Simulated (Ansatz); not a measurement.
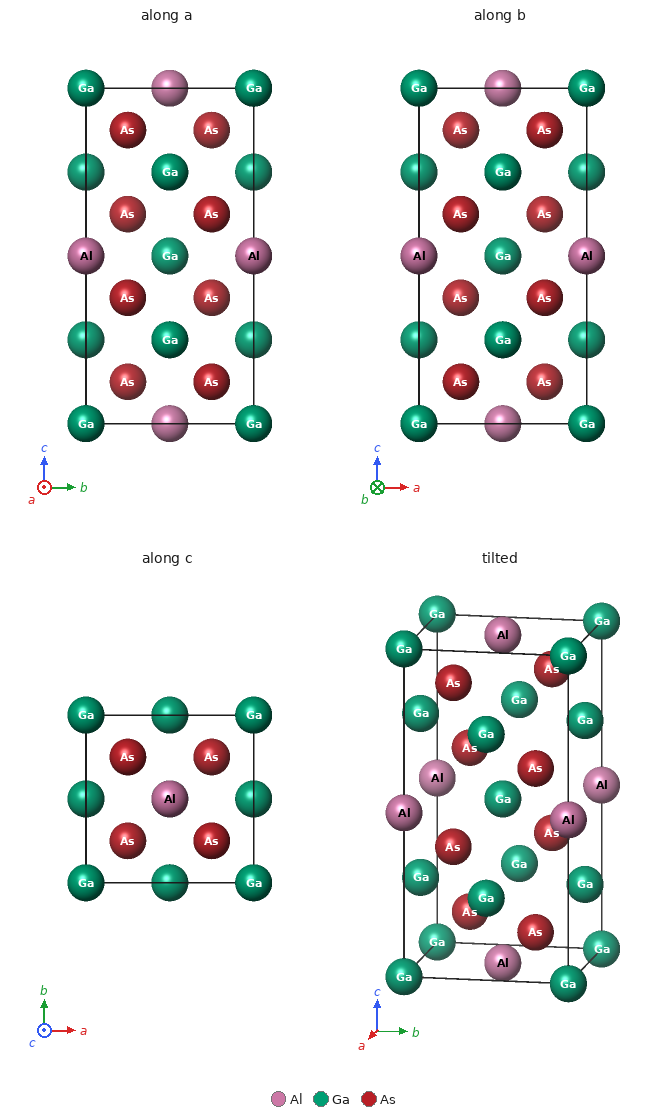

A spheres-only rendering, viewed along the a axis, along the b axis, along the c axis and slightly off an axis. The parallelepiped is the conventional unit cell.

Lattice parameters: a = 5.5011 Å, b = 5.5011 Å, c = 11.0021 Å, α = 90.000°, β = 90.000°, γ = 90.000°.

Q: Give the structure in the form of a CIF in P1 with every atom of the cell.

A:
```cif
data_structure
_symmetry_space_group_name_H-M 'P 1'
_symmetry_Int_Tables_number 1
_cell_length_a 5.5011
_cell_length_b 5.5011
_cell_length_c 11.0021
_cell_angle_alpha 90.000
_cell_angle_beta 90.000
_cell_angle_gamma 90.000
_cell_volume 332.95
loop_
_atom_site_label
_atom_site_type_symbol
_atom_site_fract_x
_atom_site_fract_y
_atom_site_fract_z
_atom_site_occupancy
Al1 Al 0.5000 0.5000 0.0000 1
Ga1 Ga 0.0000 0.0000 0.0000 1
Ga2 Ga 0.5000 0.0000 0.2500 1
Ga3 Ga 0.0000 0.5000 0.2500 1
As1 As 0.7496 0.7496 0.1247 1
As2 As 0.2504 0.2504 0.1247 1
As3 As 0.2496 0.7504 0.3753 1
As4 As 0.7504 0.2496 0.3753 1
Al2 Al 0.0000 0.0000 0.5000 1
Ga4 Ga 0.5000 0.5000 0.5000 1
Ga5 Ga 0.0000 0.5000 0.7500 1
Ga6 Ga 0.5000 0.0000 0.7500 1
As5 As 0.2496 0.2496 0.6247 1
As6 As 0.7504 0.7504 0.6247 1
As7 As 0.7496 0.2504 0.8753 1
As8 As 0.2504 0.7496 0.8753 1
```

It derives from a structure type filled with these elements by a generator (whether the compound takes this form wasn't checked). The cell was then strained or its atoms displaced on purpose. It was relaxed at fixed volume with DFT PBE, scalar-relativistic, plane waves, PAW (Ansatz).

At this level of theory the run's own cell isn't at rest (compressed, at 11 GPa), so its distances can differ from those at equilibrium, the more so the softer the solid.
